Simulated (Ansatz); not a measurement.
**How methods differ on BH2Br (SMILES [H]B([H])Br)**

BH2Br has 4 atoms, charge 0, and is taken as a singlet. SMILES: `[H]B([H])Br`. Geometry: relaxed at GFN2-xTB.

```xyz
4

B     0.0910    0.1509   -0.0004
H     1.2598    0.1091    0.0153
H    -0.4901    1.1658   -0.0191
Br   -0.8607   -1.4257    0.0043
```

Each level gives the electronic atomisation energy (eV). The values are calculated. Electronic energies at fixed atoms, without zero-point motion or spin-orbit coupling.

```tsv
level	kind	program	value (eV)	less FCI/STO-3G	CPU time (all runs)
HF/STO-3G	Hartree–Fock	Ansatz	13.54	-0.61	0.27 s
BLYP/STO-3G	GGA	Ansatz	16.29	+2.14	3.3 s
r2SCAN/STO-3G	meta-GGA	Ansatz	16.52	+2.37	7.2 s
B3LYP/STO-3G	global hybrid	Ansatz	16.30	+2.15	1.9 s
BHLYP/STO-3G	global hybrid	Ansatz	15.94	+1.79	1.9 s
wB97X/STO-3G	range-separated hybrid	Ansatz	16.25	+2.10	8.7 s
MP2/STO-3G	perturbation theory	Ansatz	14.27	+0.12	0.29 s
CCSD(T)/STO-3G	coupled cluster or CI	Ansatz	14.14	-0.01	0.47 s
CCSDT/STO-3G	coupled cluster or CI	Ansatz	14.16	+0.01	1.2 s
FCI/STO-3G	exact in the basis	Ansatz	14.15	0.00	5.8 s
```

FCI/STO-3G is exact within its basis and frozen core, so for wave-function methods in that basis the difference is their error; functionals converge differently with the basis, so for them it is only a difference. All-electron rows without a relativistic Hamiltonian named are non-relativistic. The values span 13.54 to 16.52 eV. All rows use very small basis sets, so even the best lies far from the true value. In the correlated wave-function rows the outer d shell of Br is correlated, in sets not made for it. CPU times are rough (shared hosts, several kinds of processor): they show what a rung costs within a factor of a few.

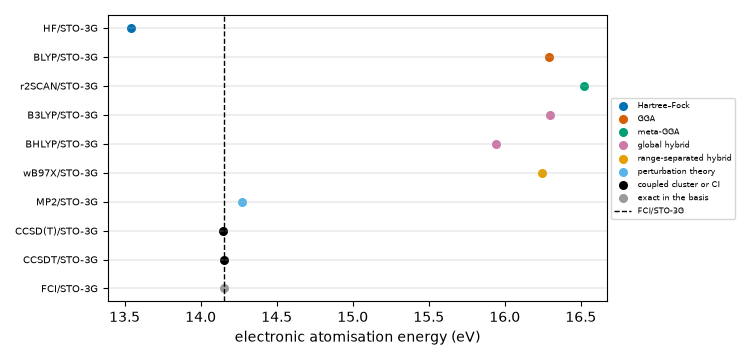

The values of the table, level by level.
